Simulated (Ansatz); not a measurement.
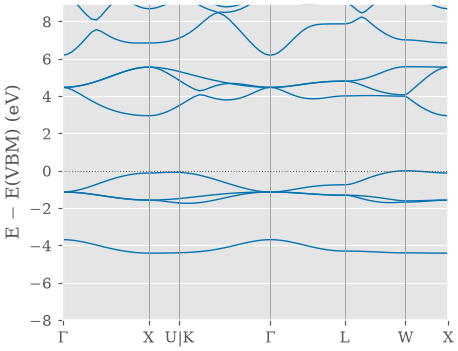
Fig. 1. Band structure from the program Ansatz at the PBE level (PAW)

Q: Read off the gap and where the band edges lie.

A: About 3.0 eV (2.95 eV by a search for the band edges); maximum at W, minimum at X.

The material is TlBr (zinc blende, space group No. 216).

Space group F-43m (zinc blende). The cell is a constructed one: a structure type filled with these elements; neither database checked (COD, Materials Project) lists it. COD files the formula under space group No. 221, so this cell is another polymorph or a model. Its standing as an ambient phase is unchecked. The PBE relaxation kept the symmetry of its start; whether a distortion lowers the energy is not shown. Spin–orbit coupling is left out wherever it is not named.

Potentials: the later of the program's two PAW sets.
